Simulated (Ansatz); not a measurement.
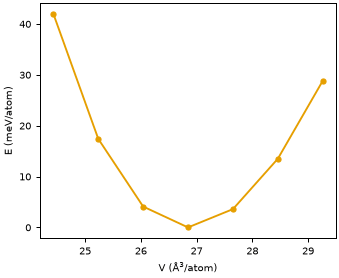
Figure: Sn (bcc (W type), space group No. 229) under volume change, r²SCAN (plane waves, PAW; program Ansatz), scaled uniformly.

Task: What does a third-order Birch–Murnaghan fit give for V₀, B₀ and B′?

Result: V₀ = 26.84 Å³/atom, B₀ = 51.0 GPa, B′ = 5.3.

Space group Im-3m (bcc (W type)). The workflow started from a Materials Project entry (that database holds measured and hypothetical structures alike); the Crystallography Open Database copy checked does not list it. It is not the phase usual at ambient conditions (space group No. 141). The r²SCAN relaxation kept the symmetry of its start. At this level the phase is mechanically unstable. Scalar-relativistic: spin–orbit coupling is off unless named, which matters more the heavier the elements.

Potentials: the earlier of the program's two PAW sets.
